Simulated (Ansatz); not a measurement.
**What a change does: geometry relaxation on CuBr₂**

System: CuBr₂, charge −1, multiplicity 5.
Method of the first run: UKS PBE-D4/def2-TZVPD (Ansatz 0.2.0).

The geometry: PBE-D4/def2-TZVPD start. Text and figures count atoms from 1; the logs count them from 0 in places.

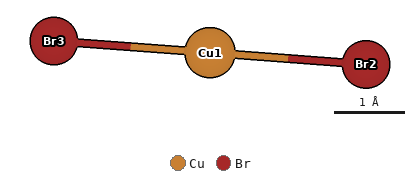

Fig. 1: The starting structure (ball-and-stick view, seen at a tilt; atoms are numbered from 1 in the order of the input). Sticks mark near contacts.

## Input, the first run
```yaml
crystal:
  periodic: [false, false, false]
  atoms:
    - {symbol: Cu, position_ang: [0.000785, -0.000716, 0.000655]}
    - {symbol: Br, position_ang: [-1.489444, -1.691862, -0.260368]}
    - {symbol: Br, position_ang: [1.488659, 1.692578, 0.259703]}
basis:
  gaussian: {orbitals: def2-TZVPD}
total_charge: -1
magnetization: {spin_polarized: true, initial_magnetization: 4}
hamiltonian: {xc: pbe, dispersion: d4}
scf: {lower_state_search: "off"}
output: {orbitals: {seedname: orbitals}}
relax: {f_tol: 0.02, max_steps: 100}
```

Launched with:
```bash
ansatz run in.yaml --threads 4 --pin off --events-out ev --progress --plain --max-ram 3916MiB
```

Hardware: 4 threads of Arm Neoverse V1, 23 GiB of memory available, shared host.

## Output, shortened to warnings, some set-up lines, iterations and results (the first run)
```
[...]
mean field evaluation 1: about -184410.2028 eV, gradient 3.1e2 eV
mean field evaluation 2: about -183203.3622 eV, gradient 7.0e2 eV
mean field evaluation 4: about -184529.0511 eV, gradient 2.5e2 eV
mean field evaluation 8: about -184702.1904 eV, gradient 1.6e1 eV
mean field evaluation 16: about -184702.9417 eV, gradient 3.4e-1 eV
[... 17 lines ...]
relax step  13: F+E_penalty+E_count = -184703.99401677 eV  Δ(F+E_penalty+E_count) = -7.027e-2 eV  max|allowed force component| = 7.703e-2 eV/Å  Δτ_max = 0.1949 Å  (32 SCF …
relax step  14: F+E_penalty+E_count = -184704.00051381 eV  Δ(F+E_penalty+E_count) = -6.497e-3 eV  max|allowed force component| = 4.611e-2 eV/Å  Δτ_max = 0.0336 Å  (27 SCF …
relax step  15: F+E_penalty+E_count = -184704.00520090 eV  Δ(F+E_penalty+E_count) = -4.687e-3 eV  max|allowed force component| = 4.102e-2 eV/Å  Δτ_max = 0.0705 Å  (30 SCF …
mean field evaluation 192: about -184703.8978 eV, gradient 3.9e-4 eV
relax step  16: F+E_penalty+E_count = -184704.00559552 eV  Δ(F+E_penalty+E_count) = -3.946e-4 eV  max|allowed force component| = 7.248e-3 eV/Å  Δτ_max = 0.0057 Å  (33 SCF …
Total energy: -184704.00564165 eV, -6787.7470104590 hartree
Atom 0 at     0.769919    -0.780937     0.671164 Å, force     0.006423    -0.006510     0.005598 eV/Å
Atom 1 at    -1.421455    -0.787072    -0.516713 Å, force    -0.006728    -0.000737    -0.003414 eV/Å
Atom 2 at     0.651536     1.568010    -0.154460 Å, force     0.000305     0.007248    -0.002184 eV/Å
Dipole moment:    -0.759279     0.770143    -0.661891 e Å
Checks for a lower state left out: stability, starts, cluster_reference, orbital_swaps, neighbouring_geometries, increment
```

The input of the second run differs as follows (lines with − go, lines with + come):
```diff
-magnetization: {spin_polarized: true, initial_magnetization: 4}
+magnetization: {spin_polarized: true, initial_magnetization: 2}
```

How does the second run compare with the first run?

With the same method and basis, the second run lies 121.5 kcal/mol lower. The HOMO goes from 2.46 to 0.73 eV. The LUMO goes from −3.07 to −1.27 eV. On the same kind of shared host the second run took about 0.51 times as long.

## Output, shortened to warnings, some set-up lines, iterations and results (the second run)
```
[...]
mean field evaluation 1: about -184488.5890 eV, gradient 2.9e2 eV
mean field evaluation 2: about -183517.2523 eV, gradient 6.4e2 eV
mean field evaluation 4: about -184585.7616 eV, gradient 1.8e2 eV
mean field evaluation 8: about -184705.3800 eV, gradient 1.9e1 eV
mean field evaluation 16: about -184708.3446 eV, gradient 3.3e0 eV
[... 11 lines ...]
relax step   9: F+E_penalty+E_count = -184709.09706236 eV  Δ(F+E_penalty+E_count) = -1.866e-1 eV  max|allowed force component| = 3.034e-1 eV/Å  Δτ_max = 0.2000 Å  (34 SCF …
relax step  10: F+E_penalty+E_count = -184709.22153096 eV  Δ(F+E_penalty+E_count) = -1.245e-1 eV  max|allowed force component| = 1.732e-1 eV/Å  Δτ_max = 0.1904 Å  (28 SCF …
relax step  11: F+E_penalty+E_count = -184709.27261593 eV  Δ(F+E_penalty+E_count) = -5.108e-2 eV  max|allowed force component| = 5.116e-2 eV/Å  Δτ_max = 0.1950 Å  (28 SCF …
mean field evaluation 128: about -184709.1709 eV, gradient 5.0e-4 eV
relax step  12: F+E_penalty+E_count = -184709.27334556 eV  Δ(F+E_penalty+E_count) = -7.296e-4 eV  max|allowed force component| = 3.597e-3 eV/Å  Δτ_max = 0.0128 Å  (25 SCF …
Total energy: -184709.27339167 eV, -6787.9405967017 hartree
Atom 0 at     0.636268    -0.645050     0.554426 Å, force     0.001277    -0.001287     0.001110 eV/Å
Atom 1 at    -1.492705    -1.012346    -0.482322 Å, force    -0.003240    -0.002310    -0.001011 eV/Å
Atom 2 at     0.856436     1.657396    -0.072114 Å, force     0.001963     0.003597    -0.000100 eV/Å
Dipole moment:    -0.160115     0.162323    -0.139520 e Å
Checks for a lower state left out: stability, starts, cluster_reference, orbital_swaps, neighbouring_geometries, increment
```

## The two runs side by side

| quantity | the first run | the second run |
| --- | --- | --- |
| outcome | converged | converged |
| total energy (hartree) | −6787.747010 | −6787.940597 |
| HOMO (eV) | 2.46 | 0.73 |
| LUMO (eV) | −3.07 | −1.27 |
| ⟨S²⟩ | 6.003 | 2.002 |
| largest force (eV/Å) | 0.011 | 0.004 |
| basis functions | 162 | 162 |
| wall time (shared host) | 73 s | 38 s |

For both runs: The highest filled orbital lies above zero: either the extra electron isn't bound at this level, or the self-interaction error of the functional lifts the level.
